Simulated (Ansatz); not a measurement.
## ScAl3, response to strain

Base system: ScAl3 in the Cu3Au type structure (space group Pm-3m, No. 221).

```xyz
4
Lattice="4.0718 0.0000 0.0000 0.0000 4.0718 0.0000 0.0000 0.0000 4.0718" Properties=species:S:1:pos:R:3 pbc="T T T"
Al     0.0000     2.0359     2.0359
Al     2.0359     2.0359     0.0000
Al     2.0359     0.0000     2.0359
Sc     0.0000     0.0000     0.0000
```

Cartesian axes are those of the cell as printed.

Strains are applied to the cell and any free atomic positions relax; under biaxial strain the out-of-plane vector relaxes too.

Computed with PBEsol (Ansatz, an electronic-structure program, PAW, no SOC).

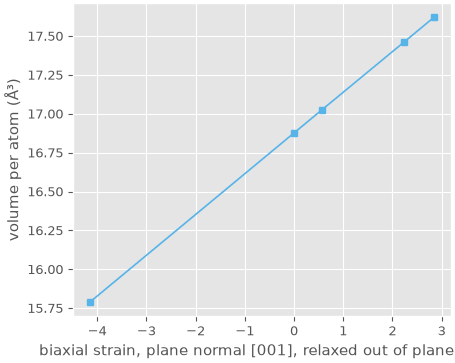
Figure: Volume per atom against biaxial strain, plane normal [001], relaxed out of plane

| biaxial strain, plane normal [001], relaxed out of plane (%) | volume per atom |
|---|---|
| -4.14 | 15.79 Å³ |
| 0.56 | 17.02 Å³ |
| 2.23 | 17.46 Å³ |
| 2.84 | 17.62 Å³ |

Without a gap, meshes like the base's 12×12×12 leave anisotropic stresses uncertain by several tenths of a GPa, and small strain energies with them. Whether these cells are dynamically stable was not tested. All final runs are without spin polarisation.
